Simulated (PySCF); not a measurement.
# Core-level calculation of C3F6

C3F6 (hexafluoropropylene), SMILES FC(F)=C(F)C(F)(F)F, computed with delta-SCF UKS SCAN, pcX-1 on the ionised atom, pcseg-1 elsewhere, spin-free X2C (PySCF 2.14.0).

Figures and captions count atoms from 1; the log counts them from 0 in places.

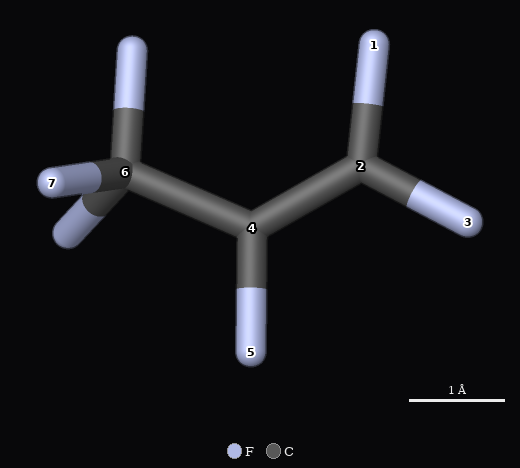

*The input geometry (stick view, seen on its broad side; atoms are numbered from 1 in the order of the input).*

Bond lengths as drawn: C–C 1.34 to 1.50 Å and C–F 1.30 to 1.33 Å.

### Input file
```
{"job": {"kind": "xps", "basis": "pcX-1"}, "charge": 0, "multiplicity": 1}
F      1.191459     0.837770    -1.542355
C      1.328115     0.157054    -0.443648
F      2.574352    -0.097450    -0.169357
C      0.323285    -0.246916     0.337274
F      0.591039    -0.926318     1.446005
C     -1.139163     0.008172     0.125850
F     -1.615083     0.833748     1.058159
F     -1.818795    -1.132545     0.220409
F     -1.374865     0.545807    -1.065356
```

The first line tells a small driver script what to run in PySCF; the rest is the geometry in Å.

Launch command:
```bash
OMP_NUM_THREADS=1 python <driver script> task.json out
```

### Log
```
ground state, core basis on atom 0 (F), 136 functions
  cycle   1  E = -713.38854849  |g| = 1.03e+00
  cycle   2  E = -712.99371464  |g| = 1.89e+00
  cycle   3  E = -713.55468728  |g| = 1.29e-01
  cycle   4  E = -713.55675149  |g| = 7.85e-02
  cycle   5  E = -713.55780553  |g| = 1.25e-02
  cycle   6  E = -713.55782734  |g| = 5.41e-03
  cycle   7  E = -713.55783256  |g| = 2.27e-03
  cycle   8  E = -713.55783361  |g| = 8.51e-04
  cycle   9  E = -713.55783312  |g| = 3.30e-04
  E(ground) = -713.54834582 Eh
hole in F 1s of atom 0
  cycle   1  E = -687.12037518  |g| = 2.57e+00
[... 10 cycles left out ...]
  E(ion) = -687.99019774 Eh   <S^2> = 0.7565   hole on atom = 1.000   binding energy = 695.473 eV
ground state, core basis on atom 1 (C), 136 functions
[... 6 cycles left out ...]
  E(ground) = -713.54865091 Eh
hole in C 1s of atom 1
[... 13 cycles left out ...]
  E(ion) = -702.64205098 Eh   <S^2> = 0.8146   hole on atom = 1.000   binding energy = 296.784 eV
ground state, core basis on atom 2 (F), 136 functions
[... 6 cycles left out ...]
  E(ground) = -713.54794178 Eh
hole in F 1s of atom 2
[... 11 cycles left out ...]
  E(ion) = -687.99393553 Eh   <S^2> = 0.7567   hole on atom = 1.000   binding energy = 695.360 eV
ground state, core basis on atom 3 (C), 136 functions
[... 6 cycles left out ...]
  E(ground) = -713.55092217 Eh
hole in C 1s of atom 3
[... 12 cycles left out ...]
  E(ion) = -702.72947834 Eh   <S^2> = 0.7828   hole on atom = 1.000   binding energy = 294.466 eV
ground state, core basis on atom 4 (F), 136 functions
[... 6 cycles left out ...]
  E(ground) = -713.54731541 Eh
hole in F 1s of atom 4
[... 10 cycles left out ...]
  E(ion) = -688.02098698 Eh   <S^2> = 0.7562   hole on atom = 1.000   binding energy = 694.607 eV
ground state, core basis on atom 5 (C), 136 functions
[... 6 cycles left out ...]
  E(ground) = -713.54535414 Eh
hole in C 1s of atom 5
[... 12 cycles left out ...]
  E(ion) = -702.54529376 Eh   <S^2> = 0.7723   hole on atom = 1.000   binding energy = 299.327 eV
ground state, core basis on atom 6 (F), 136 functions
[... 6 cycles left out ...]
  E(ground) = -713.54808727 Eh
hole in F 1s of atom 6
[... 1 cycle left out ...]
  cycle   2  E = -686.36575424  |g| = 2.41e+00
  cycle   3  E = -687.73514777  |g| = 7.99e-01
  cycle   4  E = -687.95133648  |g| = 4.26e-01
  cycle   5  E = -688.00943576  |g| = 1.72e-01
  cycle   6  E = -688.02160783  |g| = 5.44e-02
  cycle   7  E = -688.02265555  |g| = 2.26e-02
  cycle   8  E = -688.02282883  |g| = 3.77e-03
  cycle   9  E = -688.02283360  |g| = 2.32e-03
  cycle  10  E = -688.02283599  |g| = 7.15e-04
  cycle  11  E = -688.02283660  |g| = 2.99e-04
  E(ion) = -688.02080130 Eh   <S^2> = 0.7569   hole on atom = 1.000   binding energy = 694.633 eV
```

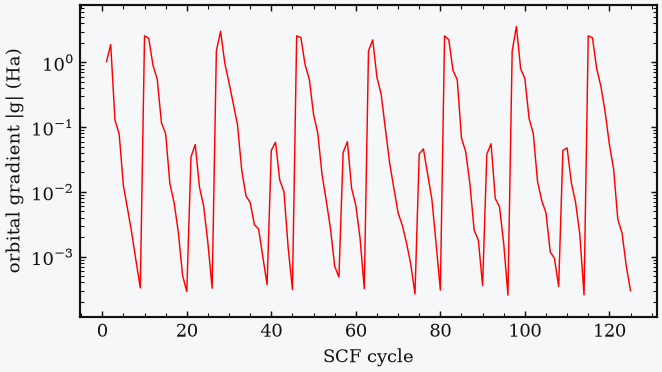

*Convergence of the self-consistent field: orbital gradient |g| against the SCF cycle.*

All cycles printed in the log are drawn one after another.

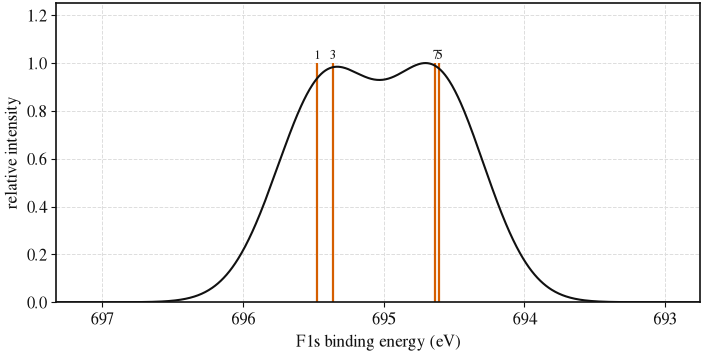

*F1s binding energies by ΔSCF of the atoms computed, labelled by atom number, with a Gaussian envelope of 0.8 eV full width.*

They run from 694.61 eV (atom 5) to 695.47 eV (atom 1).

### Results in brief

| quantity | value |
| --- | --- |
| outcome | converged |
| hardware | 1 CPU thread, shared host |
| wall time | 34 s |
| peak memory | 0.45 GiB |
